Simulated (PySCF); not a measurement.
Ga(Me)2(OH)(OMe2), C4H13GaO2, singlet at its GFN2-xTB optimised geometry (Å):

```
20

Ga    -0.0822    -0.0479     0.0000
C     -1.3691     1.5280     0.0000
H     -1.1343     2.2560    -0.7787
H     -1.3471     2.0539     0.9556
H     -2.3900     1.1736    -0.1551
C      1.9660    -0.0479     0.0000
H      2.3900     0.8170    -0.5096
H      2.3522    -0.9512    -0.4787
H      2.3428    -0.0359     1.0253
O     -0.8871    -1.4632     0.6636
H     -0.5674    -2.2560     1.0832
C      0.4490    -0.3155    -3.3065
O     -0.3707    -0.5992    -2.1961
C     -1.6429    -1.0969    -2.5513
H     -0.0182     0.4331    -3.9561
H      1.3859     0.0751    -2.9155
H      0.6420    -1.2252    -3.8865
H     -1.5488    -2.0358    -3.1076
H     -2.1933    -0.3689    -3.1569
H     -2.1685    -1.2741    -1.6141
```

Method: CAM-B3LYP/def2-SVP in PySCF. Cells within 0.4 Å of a nucleus heavier than hydrogen are left out (blank, or x).

Map of the deformation density (molecule minus spherical neutral atoms) (e/bohr³) on the plane z = 0.8 Å:

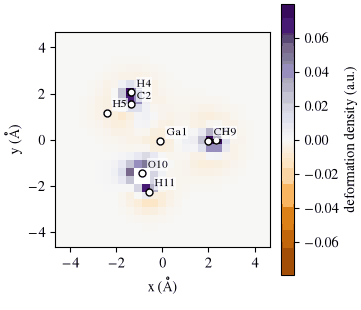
*Deformation density (molecule minus spherical neutral atoms) (e/bohr³) on the plane z = 0.8 Å.*
